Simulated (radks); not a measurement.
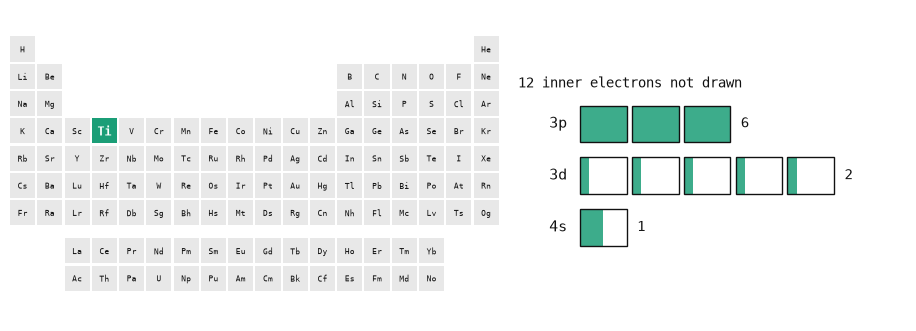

Left, the place of titanium in the periodic table; right, the outer shells as the input fills them: a box for each of the 2l + 1 orbitals, shaded by the share of the shell that is filled, with the electron count at the right.

Atomic calculation for Ti⁺

- system: the Ti⁺ ion in the configuration [Ar] 3d2 4s1 (open shells shared over both j by 2j + 1).
- method: Dirac Kohn-Sham, LDA (Slater exchange, Perdew-Wang correlation), spin-unpolarised, spherical densities, point nucleus (the in-house radial solver radks)

## Key numbers

```tsv
quantity	value
outcome	converged
total energy	−851.456480 hartree
kinetic energy	859.286370 hartree
electron–nucleus energy	−2021.8908 hartree
Hartree energy	351.035385 hartree
exchange–correlation energy	−39.887415 hartree
radius at density 0.001 e/bohr³	4.18 bohr
SCF iterations	14
hardware	1 CPU thread, shared host
```

## The input
```
Z 22
configuration [Ar] 3d2 4s1
relativity Dirac
functional lda,pw
spin unpolarised
j_filling average
nucleus point
c 137.035999084
```

Energies in input and log are in hartree, lengths in bohr.

## Output
```
1s1/2   1   2.0000        -178.70153779
2s1/2   1   2.0000         -19.94292926
2p1/2   1   2.0000         -16.72232567
2p3/2   1   4.0000         -16.51073778
3s1/2   1   2.0000          -2.55862969
3p1/2   1   2.0000          -1.71229079
3p3/2   1   4.0000          -1.68784430
3d3/2   1   0.8000          -0.42892219
3d5/2   1   1.2000          -0.42711812
4s1/2   1   1.0000          -0.38928691
Etot -851.4564800565036
Ekin 859.2863702759644
Encl -2021.8908206898136
Eh 351.0353850712896
Exc -39.887414713943954
err 1.4107321883145996e-09
it 14
```

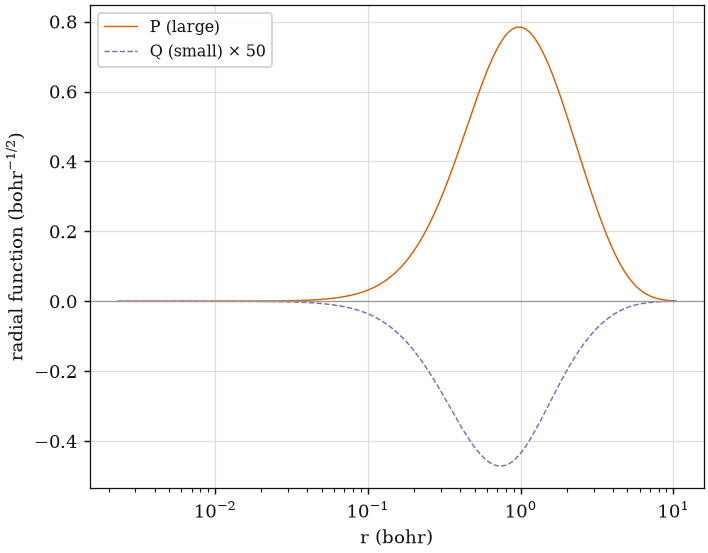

The large and small radial components of the 3d5/2 spinor. The spinor has κ = −3: the large component has l = 2 and 0 radial nodes, the small one has l = 3. The small component carries 0.010 % of the norm; ⟨r⟩ = 1.52 bohr and the eigenvalue is −11.6 eV.

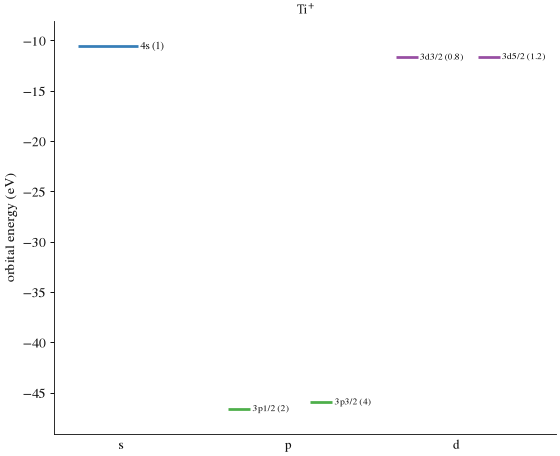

The outer levels are drawn by angular momentum (occupations in brackets, the lower j at the left of each column). The highest occupied level is 4s at −10.6 eV. From the top down the occupied levels run 4s (−10.6 eV), 3d5/2 (−11.6 eV), 3d3/2 (−11.7 eV), 3p3/2 (−45.9 eV), 3p1/2 (−46.6 eV). Spin-orbit splittings: 3d 0.0491 eV, 3p 0.665 eV.

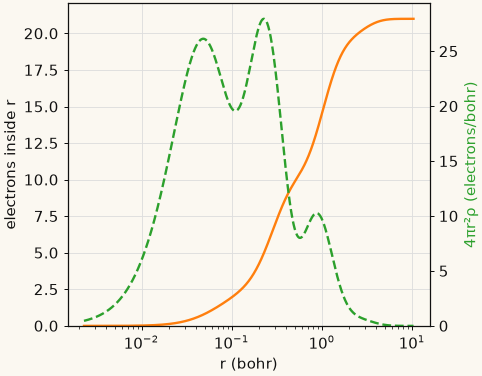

The number of electrons inside radius r (solid) and the radial density 4πr²ρ (dashed). The count levels off at 21 electrons. Half of them lie within 0.576 bohr, 90 % within 1.76 bohr and 99 % within 4.12 bohr. The radial density has minima at 0.109 and 0.571 bohr, where the count stands at 2.1 and 10.5; these part the shells that the density resolves.
